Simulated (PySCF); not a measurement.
Run report: C6H7O2S, EPR calculation

- system: C6H7O2S, multiplicity 2
- method: UKS B3LYP, pcH-1 on C H O S, non-relativistic, mean-field spin-orbit, GIAO (PySCF 2.14.0)

It belongs to a series of runs on one base structure; here: X = H replaced by SOCH3.

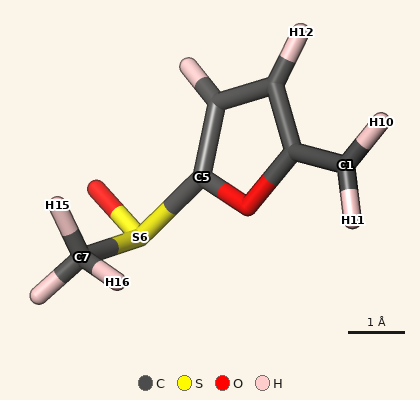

*The structure as given in the input (stick view, seen at a tilt; atoms are numbered from 1 in the order of the input).*

Bond lengths as drawn: C–C 1.36 to 1.42 Å, C–H 1.07 to 1.08 Å, C–O 1.35 to 1.37 Å, C–S 1.80 to 1.86 Å and O–S 1.46 Å.

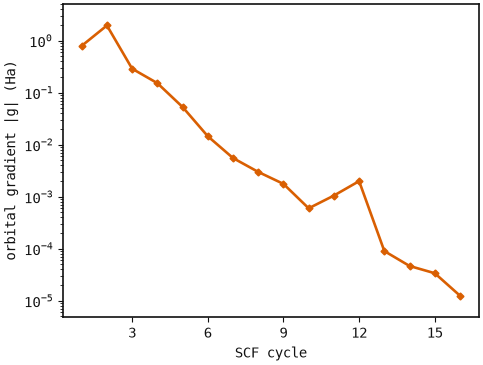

*Convergence of the self-consistent field: orbital gradient |g| against the SCF cycle.*

All cycles printed in the log are drawn one after another.

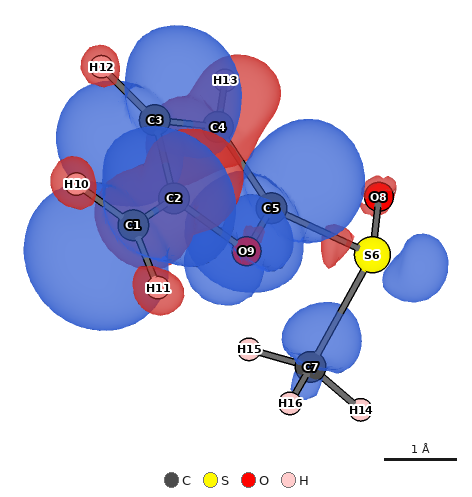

*Isosurfaces of the spin density at +0.01 (blue) and −0.01 e/Å³ (red), seen at an oblique angle.*

The unpaired spin (1 electron) lies mostly on C1 (about 0.4), C3 (about 0.2) and C5 (about 0.2), in electrons by Hirshfeld's partition.

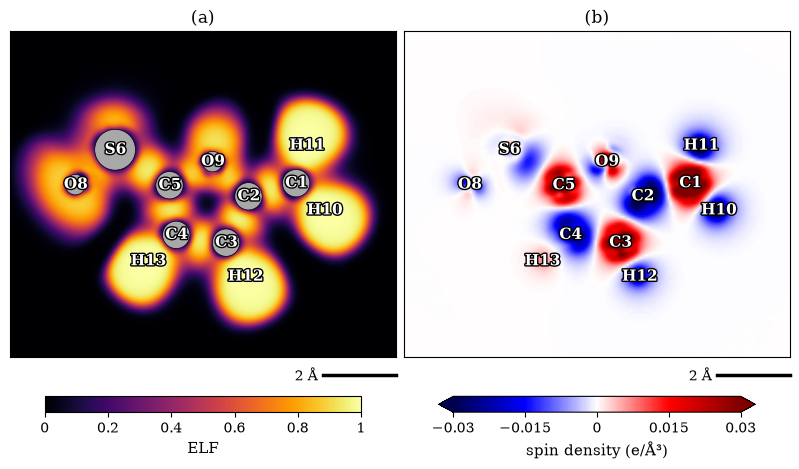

*(a) ELF; (b) spin density on the plane of atoms C5, C4 and H13. Grey discs, where drawn, cover atomic cores.*

Atoms in the plane: C, S, O and H. C–O (1.35 Å): the ELF peaks at about 0.90 between the atoms (a polar covalent bond). C–C (1.36 Å): the ELF peaks at about 0.95 between the atoms, which marks a shared electron pair. C–S (1.80 Å): the ELF peaks at about 0.95 between the atoms (a shared electron pair). C–H (1.07 Å): the ELF climbs to about 1 towards the hydrogen, as it does in any bond to H; a covalent bond by its length. The unpaired spin (1 electron) lies mostly on C1 (about 0.4), C3 (about 0.2) and C5 (about 0.2), in electrons by Hirshfeld's partition.

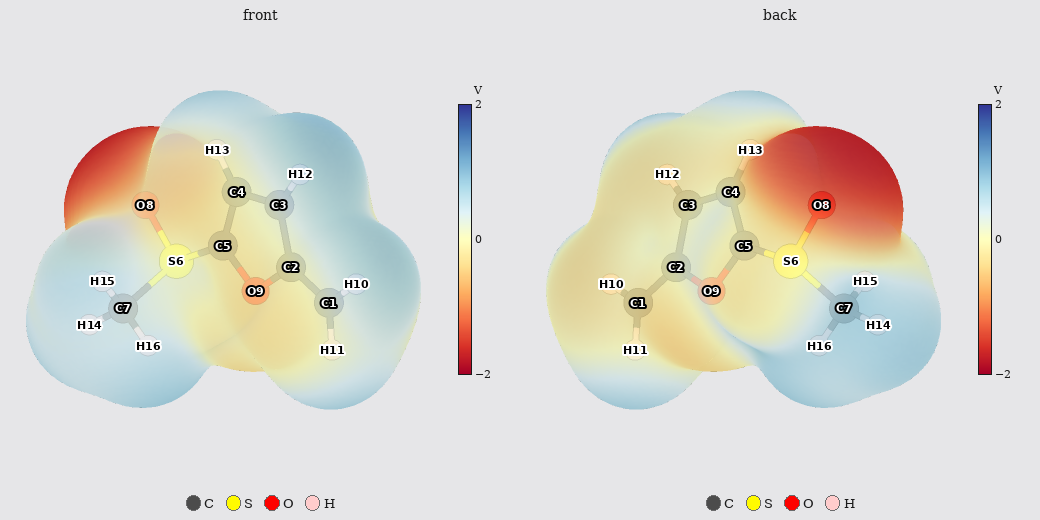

*The electrostatic potential painted on the density surface at 0.001 e/bohr³, seen at a tilt and from behind; the colour scale runs from red (negative) to blue (positive).*

A positive charge is drawn to the negative regions and a negative charge to the positive ones.

The input that produced these results follows, with the program's output.

### Input file
```
{"job": {"kind": "epr", "basis": "pcH-1"}, "charge": 0, "multiplicity": 2}
C     -2.710283     1.209487    -0.064397
C     -1.704391     0.293521    -0.049402
C     -1.663205    -1.038962     0.432875
C     -0.381457    -1.517637     0.190305
C      0.319685    -0.483717    -0.395384
S      1.972234    -0.442218    -1.098234
C      2.593212     0.823171     0.110198
O      2.580210    -1.713727    -0.717436
O     -0.466001     0.604268    -0.559564
H     -3.671739     0.963917     0.340321
H     -2.556677     2.185284    -0.483115
H     -2.480012    -1.556411     0.891342
H      0.022360    -2.484037     0.413886
H      3.627798     1.035229    -0.138123
H      2.525372     0.417136     1.113290
H      1.985295     1.713637     0.002027
```

The first line tells a small driver script what to run in PySCF; the rest is the geometry in Å.

Launched with:
```bash
OMP_NUM_THREADS=1 python <driver script> task.json out
```

### Log
```
UKS, coarse grid
  cycle   1  E = -781.16057054  |g| = 7.92e-01
  cycle   2  E = -779.82791538  |g| = 1.95e+00
  cycle   3  E = -781.35804840  |g| = 2.88e-01
  cycle   4  E = -781.38701494  |g| = 1.52e-01
  cycle   5  E = -781.39473182  |g| = 5.29e-02
  cycle   6  E = -781.39586743  |g| = 1.45e-02
  cycle   7  E = -781.39599373  |g| = 5.53e-03
  cycle   8  E = -781.39602436  |g| = 2.99e-03
  cycle   9  E = -781.39603355  |g| = 1.76e-03
  cycle  10  E = -781.39603511  |g| = 5.98e-04
UKS, final grid
  cycle   1  E = -781.39603983  |g| = 1.05e-03
  cycle   2  E = -781.39603840  |g| = 1.99e-03
  cycle   3  E = -781.39604039  |g| = 9.01e-05
  cycle   4  E = -781.39604040  |g| = 4.66e-05
  cycle   5  E = -781.39604040  |g| = 3.38e-05
  cycle   6  E = -781.39604040  |g| = 1.25e-05
E = -781.39604040 Eh   <S^2> = 0.7779 (exact 0.7500)
g shifts (ppm)      1          2          3
  rmc          -157       -157       -157
  gc              9         40         30
  oz_so        -172        287       1018
  total        -319        171        892
hyperfine (MHz)  atom isotope    a_iso     a_fc   dipolar eigenvalues
    0   13C      48.18      48.25    -47.45    -46.48     93.93
    1   13C     -41.94     -41.95    -24.35      9.82     14.52
    2   13C      34.88      34.93    -30.82    -30.49     61.31
    3   13C     -26.78     -26.79    -16.83      7.97      8.86
    4   13C      41.99      41.96    -31.78    -29.64     61.42
    5   33S       8.68       8.69     -2.28     -0.56      2.83
    6   13C      30.02      30.03     -2.70     -2.35      5.04
    7   17O       0.35       0.34     -1.31      0.21      1.10
    8   17O      -5.54      -5.54    -16.52      7.21      9.32
    9    1H     -37.22     -37.22    -21.47     -0.83     22.29
   10    1H     -37.95     -37.96    -22.26     -0.41     22.68
   11    1H     -25.83     -25.84    -13.71     -1.20     14.91
   12    1H       6.52       6.52     -2.89     -0.22      3.10
   13    1H       3.73       3.73     -1.69     -0.81      2.50
   14    1H      -1.91      -1.91     -2.36     -0.39      2.75
   15    1H      -1.77      -1.77     -2.29     -0.02      2.30
```

### Summary

| quantity | value |
| --- | --- |
| outcome | converged |
| total energy | −781.396040 hartree |
| ⟨S²⟩ | 0.778 |
| isotropic g | 2.0026 |
| hardware | 1 CPU thread, shared host |
| wall time | 1.7 min |
| peak memory | 1 GiB |
